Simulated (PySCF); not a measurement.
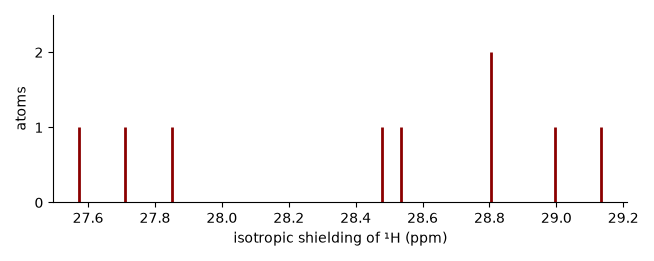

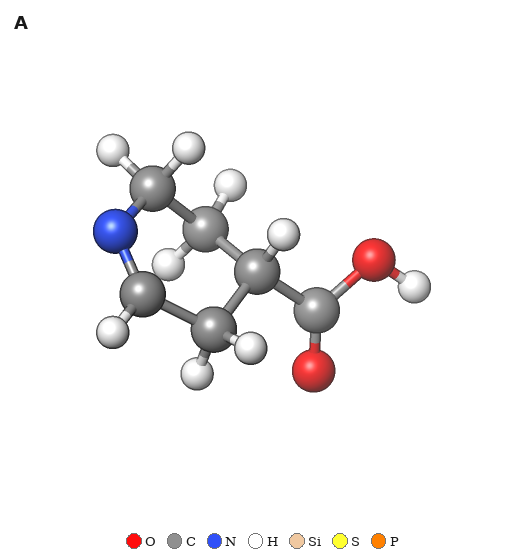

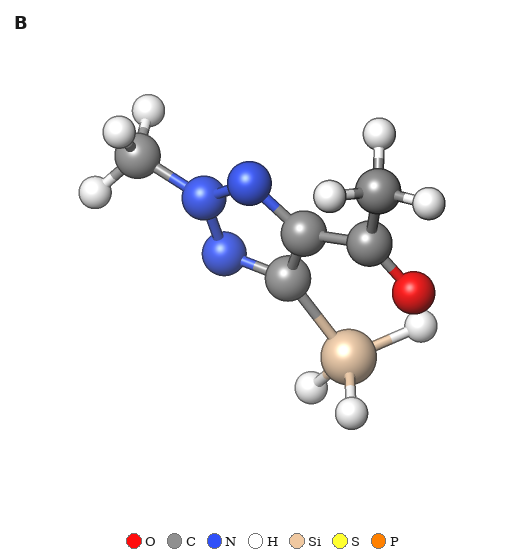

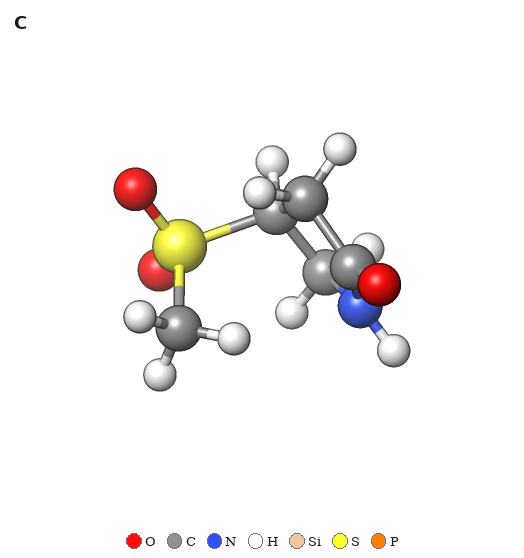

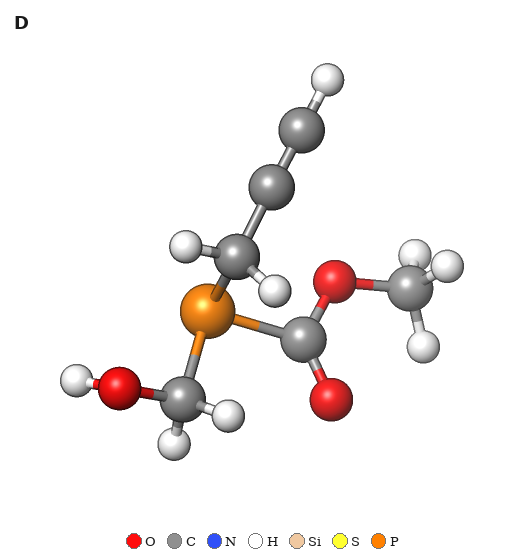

The sticks are computed shieldings of one of the molecules, for one fixed geometry (GFN2-xTB) without averaging over rotations. Low shielding means a high chemical shift. Method: GIAO PBE0/pcSseg-1 NMR shielding, non-relativistic, gas phase (PySCF 2.14.0).

**Match the spectrum to a structure.**

C, `CS(=O)(=O)[C@@H]1CNC(=O)C1`. Its 9 H atoms give lines at 27.57, 27.71, 27.85, 28.48, 28.54, 28.81 (2 atoms), 29.00, 29.13 ppm.

The geometry is semi-empirical. Around P, Si such bond lengths and angles can be off by a tenth of an ångström or more and by several degrees, and values that hang on the shape move with them.
